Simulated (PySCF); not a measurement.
# CH3BrF2Ge (SMILES [CH3][Ge]([F])([F])[Br]) at 6 levels

Aim: a comparison of 6 runs (HF/def2-SVP, BP86/3-21G, B3LYP/6-31G*, PBE0/def2-SVP, PBE/def2-SVPD) of CH3BrF2Ge. The job is set up through a Python script.

The calculation is run with PySCF 2.14.0.

**1. The system as given**

CH3BrF2Ge has 8 atoms, charge 0, and is taken as a singlet. As SMILES, `[CH3][Ge]([F])([F])[Br]`. The coordinates come from a PBE0-D4/def2-TZVP relaxation.

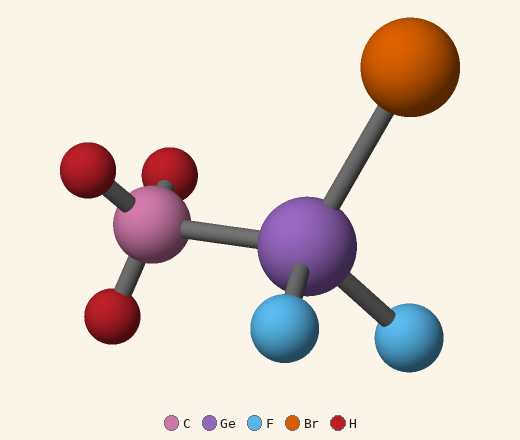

Viewed from a chosen angle; carbon pink, germanium purple, fluorine blue, bromine orange, hydrogen red.

**2. Energy and forces at HF/def2-SVP (run 1)**

input.py reads:

```python
# [CH3][Ge]([F])([F])[Br]
from pyscf import gto

mol = gto.M(
    atom='''
C     -0.362400    -0.600500     0.844300
Ge     0.342200     0.386700    -0.641800
F      1.945800     0.922200    -0.320800
F      0.503200    -0.619100    -2.028800
Br    -0.862200     2.209900    -1.269800
H     -1.362400    -0.956200     0.599200
H     -0.406400     0.047500     1.718900
H      0.294300    -1.447600     1.043000
''',
    basis='def2-svp',
    max_memory=1860,
    verbose=3,
)

mf = mol.RHF()
mf.conv_tol = 1e-10
mf.kernel()
if not mf.converged:
    mf = mf.newton().run(mf.mo_coeff, mf.mo_occ)

e_final = mf.e_tot
print('E = %.10f Eh' % e_final)
grad = mf.nuc_grad_method().kernel()
dip = mf.dip_moment()
pop, q = mf.mulliken_pop()
```

Launch:

```console
$ OMP_NUM_THREADS=1 python input.py
```

What it wrote:

```text
converged SCF energy = -4885.64326776677
[... 9 lines left out ...]
Dipole moment(X, Y, Z, Debye): -2.02162, -1.06736,  2.67083
[... 130 lines left out ...]
charge of    7H =      0.09740
```

Run time: 59 s. Hardware: 1 thread of Intel Xeon at 2.50GHz (Skylake/Cascade Lake), shared host; peak memory 0.32 GiB.

**3. Energy and forces at BP86/3-21G (run 2)**

calc.py reads:

```python
from pyscf import gto, dft

mol = gto.M(
    atom='''
C     -0.684837    -1.134781     1.595496
Ge     0.646664     0.730757    -1.212826
F      3.677029     1.742705    -0.606224
F      0.950910    -1.169929    -3.833876
Br    -1.629322     4.176106    -2.399574
H     -2.574563    -1.806956     1.132324
H     -0.767985     0.089762     3.248250
H      0.556146    -2.735568     1.970984
''',
    verbose=4,
    max_memory=1860,
    basis='3-21g',
    unit='bohr',
)

mf = dft.RKS(mol)
mf.xc = 'bp86'
mf.conv_tol = 1e-10
mf.grids.level = 5
mf.kernel()
if not mf.converged:
    mf = mf.newton().run(mf.mo_coeff, mf.mo_occ)

e_tot = mf.e_tot
print('Final energy', e_tot)
grad = mf.nuc_grad_method().kernel()
dip = mf.dip_moment()
pop, q = mf.mulliken_pop()
```

Launch:

```console
$ OMP_NUM_THREADS=1 python calc.py
```

What it wrote:

```text
PySCF version 2.14.0

[... 77 lines left out ...]
converged SCF energy = -4867.68277032841
Final energy -4867.682770328405
[... 12 lines left out ...]
Dipole moment(X, Y, Z, Debye): -1.29809, -1.48792,  2.43917
[... 86 lines left out ...]
charge of    7H =      0.26570
```

Wall time 52 s (1 thread of Intel Xeon at 2.50GHz (Skylake/Cascade Lake), shared host); peak memory 0.75 GiB.

Runs 3 to 5 aren't shown in full; the table further down has their settings and results.

**4. Energy and forces at PBE/def2-SVPD (run 6)**

input.xyz reads:

```xyz
8
CH3BrF2Ge
C     -0.362400    -0.600500     0.844300
Ge     0.342200     0.386700    -0.641800
F      1.945800     0.922200    -0.320800
F      0.503200    -0.619100    -2.028800
Br    -0.862200     2.209900    -1.269800
H     -1.362400    -0.956200     0.599200
H     -0.406400     0.047500     1.718900
H      0.294300    -1.447600     1.043000
```

calc.py reads:

```python
from pyscf import gto, dft

mol = gto.Mole()
mol.atom = 'input.xyz'
mol.verbose = 4
mol.charge = 0
mol.basis = 'def2-svpd'
mol.max_memory = 1860
mol.build()

mf = dft.RKS(mol)
mf.xc = 'pbe'
mf.conv_tol = 1e-10
mf.grids.level = 5
mf.kernel()
if not mf.converged:
    mf = mf.newton().run(mf.mo_coeff, mf.mo_occ)

e_tot = mf.e_tot
print('E(%s) = %.9f' % ('PBE', e_tot))
grad = mf.nuc_grad_method().kernel()
mf.analyze()
```

Launch:

```console
$ OMP_NUM_THREADS=1 python calc.py
```

What it wrote:

```text
PySCF version 2.14.0

[... 106 lines left out ...]
MO #1   energy= -480.96448217482   occ= 2
[... 20 lines left out ...]
MO #22  energy= -2.50821072842378  occ= 2
[... 20 lines left out ...]
MO #43  energy= -0.357980735588056 occ= 2
[... 20 lines left out ...]
MO #64  energy= 0.144719123015429  occ= 0
[... 20 lines left out ...]
MO #85  energy= 0.35107234572175   occ= 0
[... 20 lines left out ...]
MO #106 energy= 0.683349845005199  occ= 0
[... 20 lines left out ...]
MO #127 energy= 1.13560186284557   occ= 0
[... 20 lines left out ...]
MO #148 energy= 2.54030059700194   occ= 0
[... 20 lines left out ...]
MO #169 energy= 3.61812581844344   occ= 0
[... 180 lines left out ...]
Dipole moment(X, Y, Z, Debye): -1.80125, -1.00314,  2.42670
```

It took 3.9 min on 1 thread of Intel Xeon at 2.50GHz (Skylake/Cascade Lake), shared host; peak memory 2.2 GiB.

**5. The series**

```tsv
run	level	integration grid	Cartesian functions	energy (Eh)	dipole moment (D)	HOMO energy (eV)	LUMO energy (eV)	wall time
1	HF/def2-SVP	–	no	-4885.643268	3.52	-12.03	3.38	59 s
2	BP86/3-21G	5	no	-4867.682770	3.14	-7.34	-1.42	52 s
3	B3LYP/6-31G* (spherical functions)	5	no	-4890.357167	3.25	-8.56	-0.95	2.5 min
4	B3LYP/6-31G* (Cartesian functions)	5	yes	-4890.375584	3.23	-8.56	-0.95	2.6 min
5	PBE0/def2-SVP	5	no	-4889.333847	3.24	-8.89	-0.54	2.1 min
6	PBE/def2-SVPD	5	no	-4889.210835	3.18	-7.73	-1.99	3.9 min
```

**6. Outcome**

| quantity | value |
| --- | --- |
| run 6: total energy | -4889.21083 Eh |
| run 6: dipole moment | 3.18 D |
| run 6: HOMO energy | -7.73 eV |
| run 6: LUMO energy | -1.99 eV |
| run 6: HOMO–LUMO gap | 5.75 eV |
| run 6: largest force on an atom | 1.179 eV/Å |

**Reading.** The dipole moment (its size) runs from 3.14 D (BP86/3-21G) to 3.52 D (HF/def2-SVP). The two ends differ in method and basis. The HOMO–LUMO gap runs from 5.75 eV (PBE/def2-SVPD) to 15.40 eV (HF/def2-SVP). Totals of different functionals can't be ranked against each other. All runs together took 13 min, the longest 3.9 min.
